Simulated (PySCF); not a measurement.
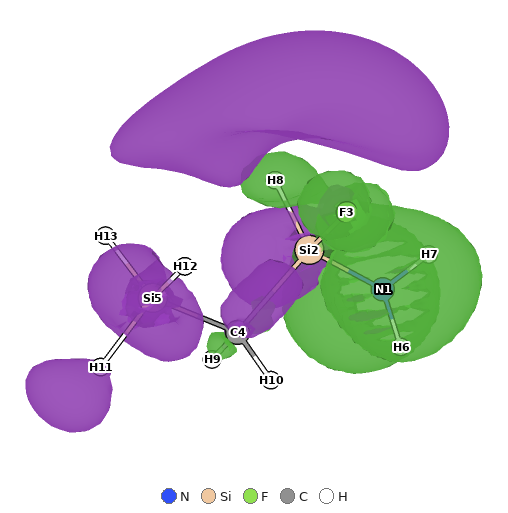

CH8FNSi2, SMILES `N[SiH](F)C[SiH3]`. Unrelaxed difference density of S₃ less the ground state (TDA singlet states), ±0.005 e/Å³; purple: gain, green: loss.

Method: B3LYP/6-31+G*; geometry: GFN2-xTB; program: PySCF. No frequency check shows the geometry to be a minimum.

The calculation's input:

```python
import numpy as np
from pyscf import gto, scf, dft, tdscf
from pyscf.scf import atom_ks, atom_hf
from scipy.linalg import block_diag

def solve(mol, dm0=None, hcore=None):
    mf = (dft.UKS if mol.spin else dft.RKS)(mol, xc='b3lyp')
    mf.grids.level = 3
    mf = mf.density_fit(auxbasis='def2-universal-jkfit')
    mf.conv_tol, mf.max_cycle = 1e-8, 80
    if hcore is not None:
        mf.get_hcore = lambda *args: hcore
    mf.kernel(dm0)
    if not mf.converged:
        mf = mf.newton().run(mf.mo_coeff, mf.mo_occ, max_cycle=30)
    assert mf.converged, 'SCF not converged'
    return mf

mol = gto.M(atom='''
N      2.33921    -0.81593     0.05790
Si     0.92198     0.06472    -0.33415
F      0.91197     1.53256     0.36421
C     -0.58859    -0.86671     0.30632
Si    -2.24330    -0.00503    -0.04703
H      2.37911    -1.39628     0.87839
H      3.24452    -0.42652    -0.14316
H      0.95683     0.36968    -1.75354
H     -0.60273    -1.86211    -0.13472
H     -0.49449    -1.01166     1.38324
H     -3.32994    -0.84616     0.46979
H     -2.29627     1.30012     0.60929
H     -2.40920     0.15592    -1.49394
''', basis='6-31+g*', charge=0, spin=0, verbose=4)
mf = solve(mol)
td = mf.TDA()
td.nstates, td.singlet, td.conv_tol = 6, True, 1e-5
td.kernel()
td.analyze()
x, y = np.array([p[0] for p in td.xy]), np.array([p[1] + 0 * p[0] for p in td.xy])
f, mu = td.oscillator_strength(), td.transition_dipole()
nto = [td.get_nto(state=i + 1, verbose=4) for i in range(len(td.e))]
# spherically averaged free atoms, for the promolecule
atm = atom_ks.get_atm_nrks(mol, xc='b3lyp')
pro = block_diag(*[(atm[a[0]][2] * atm[a[0]][3]) @ atm[a[0]][2].T for a in mol._atom])
np.savez('result.npz', e=td.e, f=f, ok=td.converged, w=[n[0] for n in nto], nto=[n[1] for n in nto], x=x, y=y, c=mf.mo_coeff, occ=mf.mo_occ, eps=mf.mo_energy, pro=pro, mu=mu)
```

Launched as:

```sh
OMP_NUM_THREADS=1 python input.py
```

The run took 5.9 min on 1 thread of Intel(R) Xeon(R) Processor @ 2.50GHz (Skylake/Cascade Lake), with other jobs on the host, peak memory 0.67 GiB.

**How does the charge move on excitation?**

0.91 e is displaced in all, largely into diffuse regions outside the molecule. The state: 7.40 eV (168 nm), f = 0.017, diffuse (Rydberg-like) orbital; the leading pair carries 99 %; hole on N1 (69 %), Si2 (12 %) and H6 and H7 (5 % each), electron on Si2 (32 %), Si5 (27 %) and H8 (8 %) (atom shares of so diffuse an orbital are rough); their centroids lie 3.0 Å apart; S₄ lies within 0.1 eV of it.
